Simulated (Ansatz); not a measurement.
C3H8Be (SMILES [BeH][CH2]CC)

```xyz
12

C    -1.0447   -0.5513    1.4417
C     0.4786   -0.3371    1.3060
C     0.9983    0.8306    2.1457
Be   -2.0503    0.7268    1.0006
H    -2.8605    1.7216    0.6438
H    -1.2752   -0.8256    2.4932
H    -1.3450   -1.4454    0.8572
H     1.0226   -1.2548    1.5954
H     0.7384   -0.1630    0.2462
H     2.0891    0.9531    2.0496
H     0.5320    1.7855    1.8429
H     0.7724    0.6823    3.2152
```

Geometry: B3LYP-D3(BJ)/def2-SVP.

Level of theory: isolated molecule in a Gaussian basis; Kohn-Sham density functional theory, functional PBE0 in Ansatz.

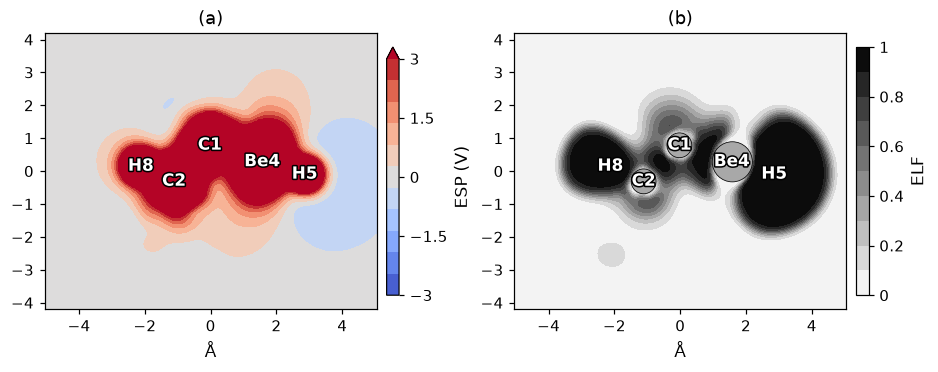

Figure 1. (a) electrostatic potential; (b) electron localisation function on the plane of atoms C2, C1 and Be4. Grey discs cover the atomic cores in the ELF map.

**What does the map show?**

The section cuts through C, Be and H sites.
C–C (1.54 Å): the ELF peaks at about 0.95 between the atoms: a covalent bond.
C–Be (1.69 Å): the ELF peaks at about 0.95 between the atoms, as expected for a polar covalent bond.
C–H (1.11 Å): the ELF climbs to about 1 towards the hydrogen, as it does in any bond to H (a covalent bond by its length).
Be–H (1.33 Å): the ELF climbs to about 1 towards the hydrogen.
Outside the dense part of the molecule the potential is most negative (−0.7 V) near H5.

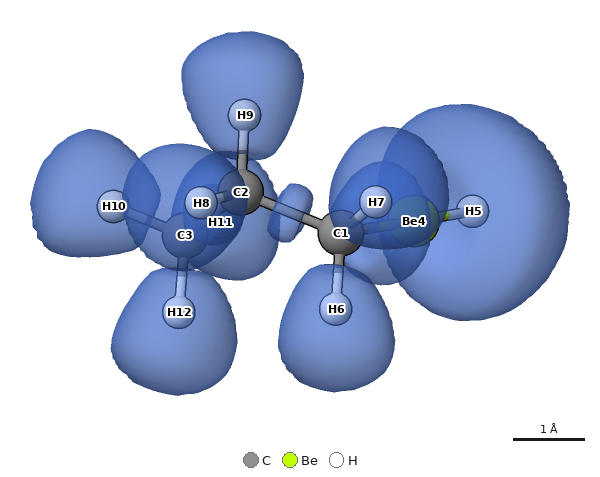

Figure 2. Isosurface of the ELF at 0.8 (blue), seen from one side. Core shells and regions of very low density are left out.

**Where are the electrons localised?**

The surface consists of one region between bonded Be–C atoms (shared pairs), two regions between bonded C–C atoms (shared pairs) and eight regions around hydrogen nuclei. Along the contacts the grid gives the following. C–C (1.53 Å): the ELF peaks at about 0.95 between the atoms (a covalent bond).

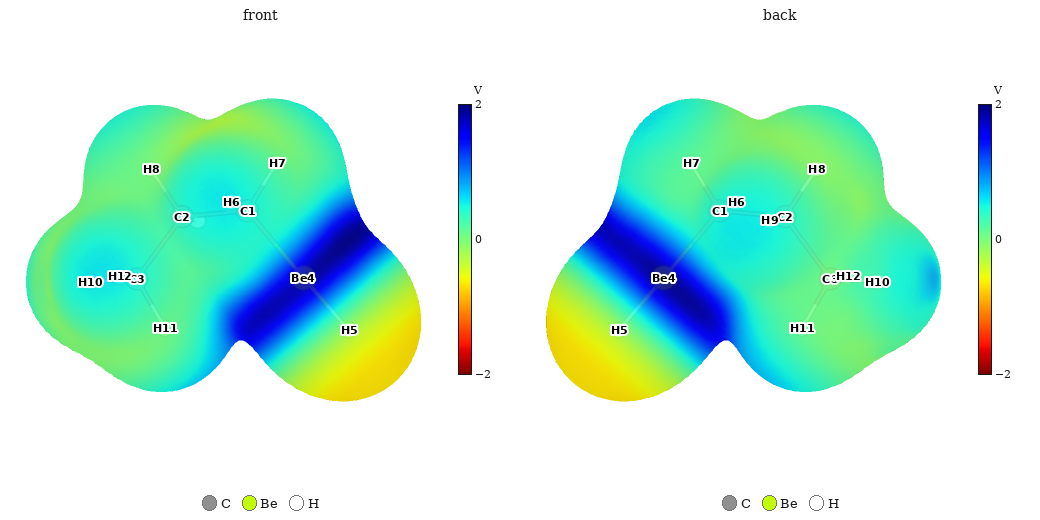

Figure 3. The molecular electrostatic potential painted on the density surface at 0.002 e/bohr³, seen from the front and from behind; the colour scale runs from red (negative) to blue (positive).

**Describe the electrostatic potential map.**

The most negative region (about −0.7 V) lies over H5, the most positive (about +1.9 V) over Be4.

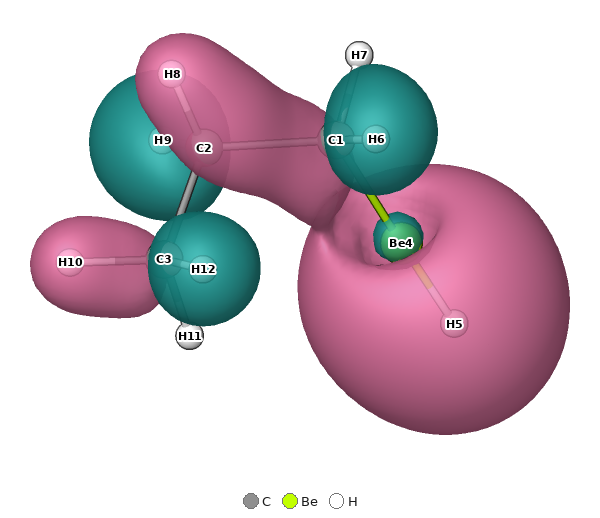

Figure 4. The HOMO−1 at ±0.08 Å⁻³ᐟ² (teal and pink are the two phases), seen at a tilt.

**Where does this orbital lie, and at what energy?**

Its weight (Hirshfeld) is mainly on H5 (about 40 %), Be4 (about 30 %) and C2 (about 10 %). Its energy is −9.11 eV.
